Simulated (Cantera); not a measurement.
Feed: 1 mol SiCl4, 0.23 mol N2O, held at 1077 °C.

Equilibrium computed with Cantera from the NASA thermochemical tables; the gas is ideal and each condensed phase is pure. Candidate condensed phases: Si, SiO2, Si2N2O, Si3N4; 23 gas species. The tables' values for SiCl3 are old estimates; treat these amounts as uncertain. The tables hold silica as quartz up to 1696 K and as liquid above; real silica turns to tridymite and cristobalite and melts near 1996 K. Equilibrium is a limit: real reactors are often held back by kinetics, nucleation or transport.

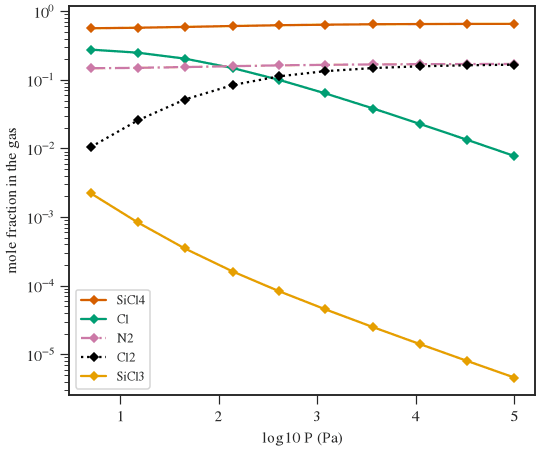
Fig. 1. Equilibrium gas composition (values under 1e-9 drawn at 1e-9)

From 5.00 Pa to 1.00 bar the condensed part is SiO2(β-quartz). The main Si-bearing gas is SiCl4 throughout.
